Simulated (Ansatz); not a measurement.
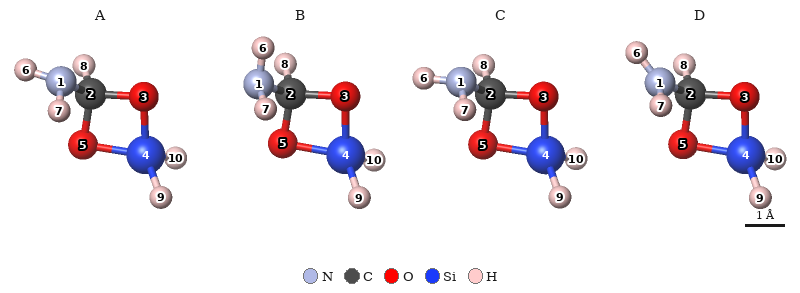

4 geometries from a converged minimum-energy path of CH$_{5}$NO$_{2}$Si, shuffled. The picture is a ball-and-stick view, seen from a free direction.

Method: RKS PBE0-D4/6-31G* in Ansatz. Settings: 5 movable images; climbing image; force threshold 0.03 eV/Å; iteration limit 58; starting path by image-dependent pair potential.

Which frame is the transition state?

D. In order along the path, whose images run from 0 to 6: C (image 0, 0.00 kcal/mol), A (image 1, +0.27 kcal/mol), D (image 3, +3.05 kcal/mol), B (image 6, 0.00 kcal/mol). The motion is an umbrella inversion at N1. No bond forms or breaks between the ends. Among the angles between lasting bonds that change up to the highest image: C2–N1–H6 111.1° → 121.2°, H6–N1–H7 109.3° → 118.7°.

Cost: 2.3 min on 1 thread of Arm Neoverse V1, on a shared host, peak memory 0.18 GiB.
